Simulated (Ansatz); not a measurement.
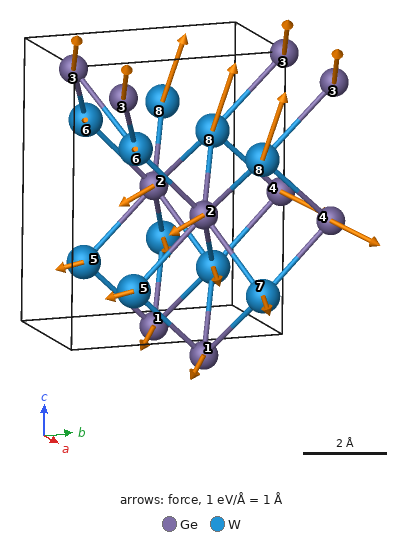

Starting geometry of a crystal of GeW (built on the tungsten carbide_187 type) (coarse preliminary run) with the computed forces as orange arrows. Style: ball-and-stick. Shown: the cell of the calculation, repeated 2 × 1 × 1 with one cell outlined, from a free direction.

Level of theory: Ansatz, DFT PBE, scalar-relativistic, plane waves, PAW.

The input:
```yaml
crystal:
  lattice:
    - [3.170817669, 0.0003201274, 0.0472718276]
    - [0.000554477, 5.5554331251, -0.0677177135]
    - [0.1062265564, -0.0878561905, 7.1519467025]
  atoms:
    - { symbol: Ge, position: [0.5097453578, 0.507749312, 0.0057127821] }
    - { symbol: Ge, position: [0.499355909, 0.5019923296, 0.5006246641] }
    - { symbol: Ge, position: [-0.0131600192, -0.0026317221, -0.0081119554] }
    - { symbol: Ge, position: [-0.0232019148, -0.0083500514, 0.5022275264] }
    - { symbol: W, position: [0.5030044253, 0.1728394166, 0.2499860806] }
    - { symbol: W, position: [0.531089515, 0.1671824096, 0.7558157591] }
    - { symbol: W, position: [1.0010264273, 0.6681962366, 0.2559302101] }
    - { symbol: W, position: [0.9921402996, 0.6596887358, 0.7378149329] }
basis:
  ecutwfc: 420
kpoints:
  mp_grid: { grid: [8, 4, 4] }
hamiltonian:
  xc: pbe
scf:
  occupations: { method: gaussian, width: 0.1 }
output:
  forces: true
  stress: true
  eigenvalues: true
relax:
  adjacent_minimum: "off"
  f_tol: 0.015
  max_steps: 120
  cell: { stress_tol: 0.15 }
```

Command:
```bash
ansatz run input.yaml --threads 1 --pin off --max-ram 2560MiB --backend cpu --events-out ev --progress --plain --runs-dir out
```

Q: What follows when this structure is relaxed?

A: It isn't relaxed: the largest force vector, on W6, is 2.01 eV/Å. The atoms end up moving mostly along the starting forces (cosine between the two patterns 0.91). W6 moves most relative to the cell: 0.11 Å roughly along [−3 0 −1]. By element the largest moves are W 0.11 Å, Ge 0.09 Å. The drawn cell changes as follows: a 3.171 → 3.219 Å (+1.5 %), b 5.556 → 5.565 Å (+0.2 %), c 7.153 → 7.203 Å (+0.7 %), α 91.4° → 90.0°, β 88.3° → 90.0°; the volume changes by +2.5 %. Near-neighbour distances that change, for instance: Ge4–W6 2.727 → 2.587 Å, Ge2–W8 2.449 → 2.587 Å, Ge3–W6 2.460 → 2.587 Å, Ge1–W8 2.710 → 2.587 Å. Bond angles that change, for instance: Ge3–W6–Ge4 82.7° → 88.2°, W6–Ge4–W7 142.9° → 137.9°, Ge2–W6–Ge3 142.9° → 137.9°. The space group (tolerance 0.01 Å) goes from P1 (No. 1) to P-6m2 (No. 187). After 3 accepted moves (4 points after the start) the energy has fallen by 66.8 meV per atom. The largest force component goes from 1.8 to 0.0015 eV/Å. Pressure: 6.97 GPa at the start and −0.01 GPa at the end. The SCF was repeated once at an unchanged geometry on a basis and grid sized afresh for the cell, which shifted the energy by 0.1 meV per atom at most. The run took 9.5 min on 1 thread of Arm Neoverse N1, with other jobs on the host, peak memory 0.67 GiB.
